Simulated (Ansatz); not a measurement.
## Electronic structure of BCl$_{2}$H$_{5}$OSi in real space

Input

```
crystal:
  periodic: [false, false, false]
  atoms:
    - { symbol: B, position_ang: [0.094937, 0.464881, -0.039078] }
    - { symbol: H, position_ang: [-0.08501, 0.428424, 1.147358] }
    - { symbol: Cl, position_ang: [1.686859, 0.813236, -0.667002] }
    - { symbol: Cl, position_ang: [-1.293935, 0.400703, -1.114741] }
    - { symbol: O, position_ang: [0.274553, -2.052889, 0.615031] }
    - { symbol: Si, position_ang: [-0.757596, -3.211552, -0.074147] }
    - { symbol: H, position_ang: [0.072349, -4.438699, -0.301986] }
    - { symbol: H, position_ang: [-1.898521, -3.521253, 0.860903] }
    - { symbol: H, position_ang: [-1.313717, -2.73238, -1.386689] }
    - { symbol: H, position_ang: [-0.134619, -1.43187, 1.267253] }
basis:
  gaussian: { orbitals: def2-SVP }
hamiltonian:
  xc: pbe
  dispersion: d4
relax:
  f_tol: 0.03
  max_steps: 50
output:
  orbitals: {}
```

Command:

```sh
ansatz run input.yaml --threads 2 --pin off --max-ram 3072MiB --backend cpu --events-out ev --progress --plain --runs-dir out
```

The fields are those of the relaxed geometry.

These are results of Ansatz 0.2.0, RKS PBE-D4/def2-SVP, not measurements.

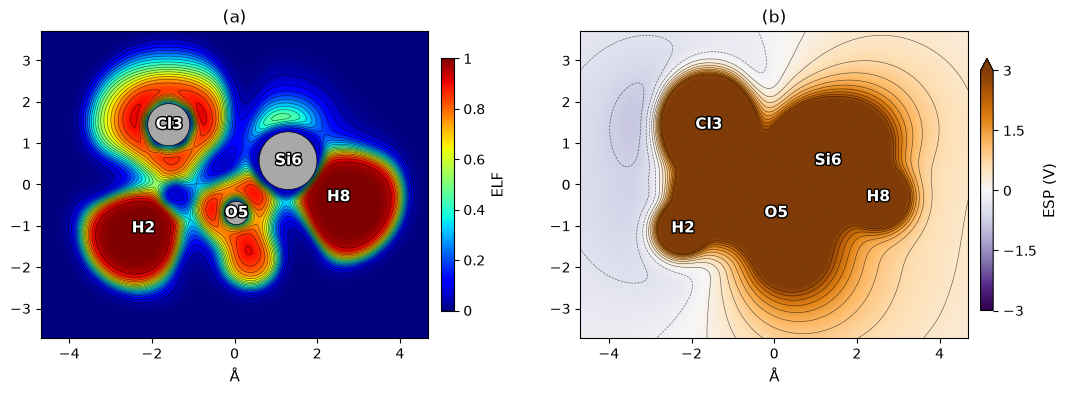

Figure 1. (a) ELF; (b) electrostatic potential on the plane of atoms O5, Si6 and H8. Grey discs cover the atomic cores in the ELF map.

### What do the fields say about this system?

The plane passes through H, Cl, O and Si nuclei. Si–O (1.78 Å): the ELF peaks at about 0.90 between the atoms; a polar covalent bond. Si–H (1.50 Å): the ELF climbs to about 1 towards the hydrogen, as it does in any bond to H. The ELF also peaks beside Cl3, away from the bonds: lone-pair regions. Outside the dense part of the molecule the potential is most negative (−0.8 V) near Cl3.

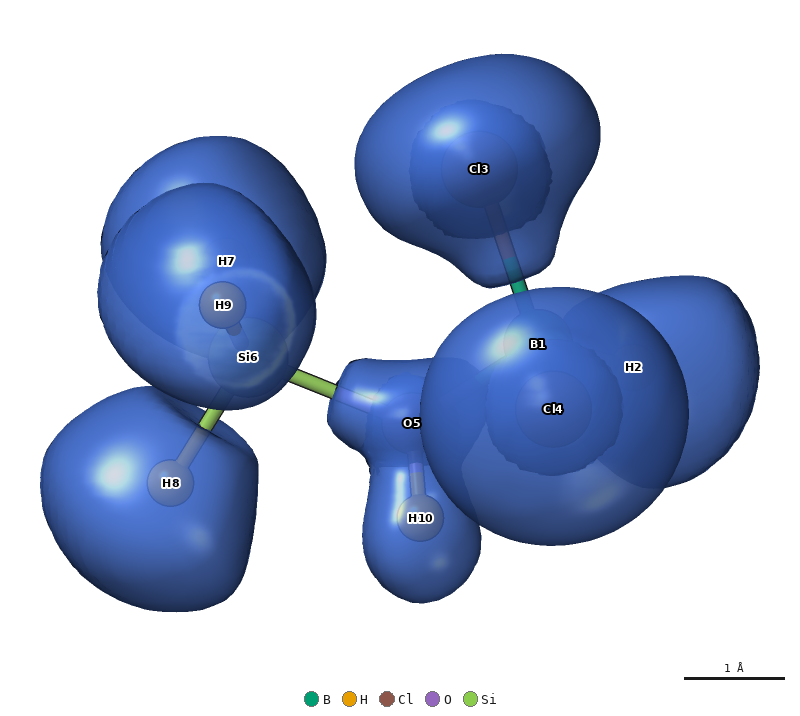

Figure 2. Isosurface of the electron localisation function at 0.75 (blue), seen at a tilt. Core shells and regions of very low density are left out.

### Identify the bonds, lone pairs and shells in this picture.

At this value the surface marks out four regions around hydrogen nuclei, two regions on Cl in which the atom's valence shell and bonds are merged and one joined region spread over several atoms (H, O), in which their bonds and any lone pairs are merged.


B–O (1.62 Å): the ELF peaks at about 0.90 between the atoms: a shared but strongly polarised pair.

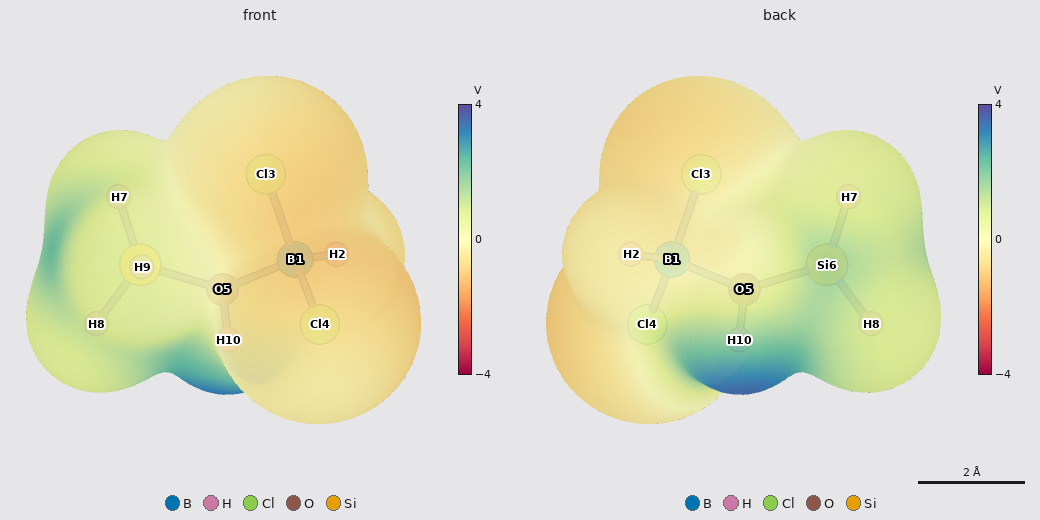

Figure 3. The electrostatic potential painted on the density surface at 0.002 e/bohr³, seen from the front and from behind; red is negative and blue positive.

### Where is the surface potential most negative and most positive?

The most negative region (about −1.1 V) lies over Cl3 and Cl4, the most positive (about +3.4 V) over H10.
